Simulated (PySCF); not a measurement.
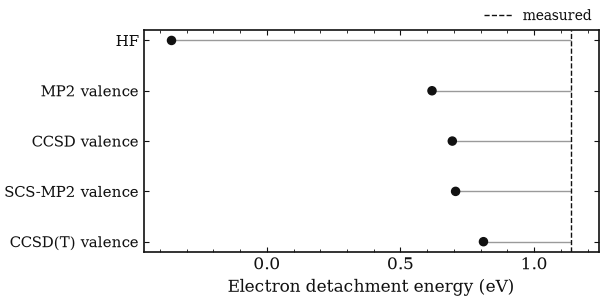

The electron detachment energy of Rh⁻ ([Kr] 4d⁸ 5s² → [Kr] 4d⁸ 5s) across levels of theory. PySCF, def2-TZVPPD with a 28-electron core potential, unrestricted single determinants, no spin-orbit coupling. Methods marked “valence” freeze 8 core electrons.

How do the methods compare?

Answer. The values run from −0.36 eV (HF) to 0.81 eV (CCSD(T) valence). The measured value is 1.14 eV; nearest to it come CCSD(T) valence (−0.33) and SCS-MP2 valence (−0.43), furthest HF (−1.49 eV).

```
         Method  Electron detachment energy (eV)
             HF                            −0.36
    MP2 valence                             0.62
SCS-MP2 valence                             0.71
   CCSD valence                             0.69
CCSD(T) valence                             0.81
```

Caveat: spin-orbit shift not estimated.
